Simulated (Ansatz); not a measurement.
## FeNi3 (Cu3Au type), scan of one atom of the cell

Relaxed FeNi$_{3}$ (Cu3Au type):

```xyz
4
Lattice="3.5443 0.0000 0.0000 0.0000 3.5443 0.0000 0.0000 0.0000 3.5443" Properties=species:S:1:pos:R:3 pbc="T T T"
Ni     0.0000     1.7721     1.7721
Ni     1.7721     1.7721     0.0000
Ni     1.7721     0.0000     1.7721
Fe     0.0000     0.0000     0.0000
```

Scan: atom 3 (Ni, nearest neighbour Ni at 2.506 Å; its periodic images, 3.5 Å or more away, move with it) is displaced along Cartesian z, direction (0.000, 0.000, 1.000) in Cartesian axes, by s. The other atoms stay.

These are PBE (plane waves to 420 eV, PAW, scalar-relativistic; Ansatz, an electronic-structure program) values and carry that method's errors. k mesh 11×11×11 (Γ-centred), Fermi-Dirac smearing 0.05 eV. Energies are smeared free energies. With partly filled bands, energies and forces of such displacements shift with the k mesh and the smearing. F∥ is the force on the atom along that direction. FeNi3 was relaxed with its symmetry unable to fall. Relaxed FeNi3 ends ferromagnetic. Other magnetic orders were not checked, so this need not be the ground state. The zero of ΔE is the undisplaced structure.

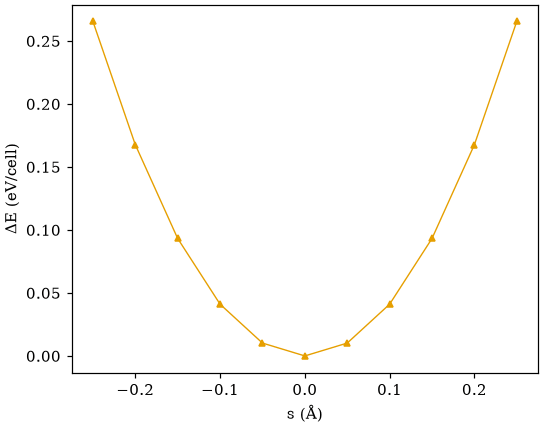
Figure: ΔE (eV/cell) against s (Å); markers are the computed points, lines only join them.

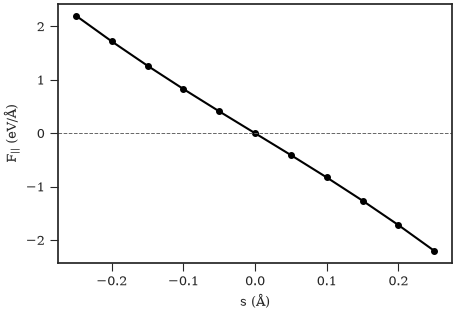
Figure: F∥ (eV/Å) against s (Å); computed points joined by lines.

The energy at s = 0.250 Å comes out as 266 meV/cell and the force constant k = d²E/ds² at s = 0 (finite differences) is 8.16 eV/Å². The force along the line at s = -0.250 Å is 2.20 eV/Å. Shape of the curve: a single well with its minimum at or next to zero displacement. Symmetry of the curve: even: the same for both signs.

The forces along the line at the two nearest points give (0.409 − (-0.409)) / (2·0.050) = 8.18 eV/Å²; the next pair corrects for the finite step.

(A displaced cell: forces are minus the slopes of the energy, force constants its curvatures, and phonons follow from these.)
